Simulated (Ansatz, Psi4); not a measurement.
# C2HClF2 (SMILES FC(F)=CCl): methods side by side

C2HClF2: 6 atoms, total charge 0, spin state singlet. As SMILES, `FC(F)=CCl`. Geometry: relaxed at PBE0-D4/def2-TZVP.

```csv
atom,x (Å),y (Å),z (Å)
F,0.9010,-0.8104,1.3420
C,0.2676,-0.5622,0.2204
F,0.1925,-1.6326,-0.5227
C,-0.2184,0.6268,-0.0866
Cl,-1.0390,0.9264,-1.5521
H,-0.1038,1.4520,0.5990
```

Each level gives the energy change with the C2–C4 bond stretched from 1.321 to 1.519 Å (eV). The values are calculated.

```tsv
level	kind	program	value (eV)
HF/6-31G* (spherical functions) (restricted)	Hartree–Fock	Psi4	1.17
SVWN5/6-31G* (spherical functions) (restricted)	LDA	Psi4	0.75
PBE/6-31G* (spherical functions) (restricted)	GGA	Ansatz	0.64
M06-L/6-31G* (spherical functions) (restricted)	meta-GGA	Psi4	0.79
M06-2X/6-31G* (spherical functions) (restricted)	hybrid meta-GGA	Psi4	0.89
CAM-B3LYP/6-31G* (spherical functions) (restricted)	range-separated hybrid	Ansatz	0.89
HSE06/6-31G* (spherical functions) (restricted)	range-separated hybrid	Psi4	0.84
RPA@PBE0/6-31G* (spherical functions) (restricted)	RPA	Ansatz	0.77
MP2/6-31G* (spherical functions) (restricted)	perturbation theory	Ansatz	0.77
CCSD/6-31G* (spherical functions) (restricted)	coupled cluster or CI	Psi4	0.81
```

The first shape isn't each level's own minimum. The values span 0.64 to 1.17 eV.

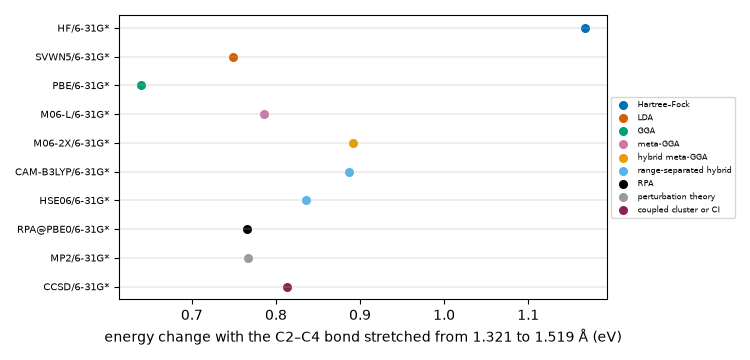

The values of the table, level by level.
